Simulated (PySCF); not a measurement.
SMILES [SH][Pb][SH] (H2PbS2) at its PBE0/def2-SVP optimised geometry (Å):

```
5

Pb    -0.5764    -1.2818     0.0000
S      1.9714    -1.2818     0.0000
H      2.0917     0.0648     0.0048
S     -0.7395     1.2654     0.0000
H     -2.0917     1.2818    -0.0022
```

Computed with PBE0/def2-TZVP, def2 effective core potentials past Kr run with PySCF. The core electrons that the potentials of Pb replace are not part of the density. Cells within 0.4 Å of a nucleus heavier than hydrogen are left out (blank, or x).

Map of the deformation density (molecule minus spherical neutral atoms) (e/bohr³) on the plane z = 0.0 Å:

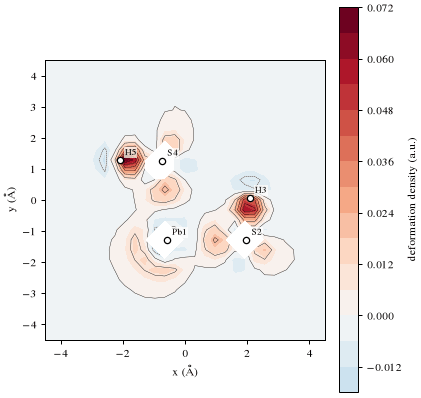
Figure: Deformation density (molecule minus spherical neutral atoms) (e/bohr³) on the plane z = 0.0 Å.
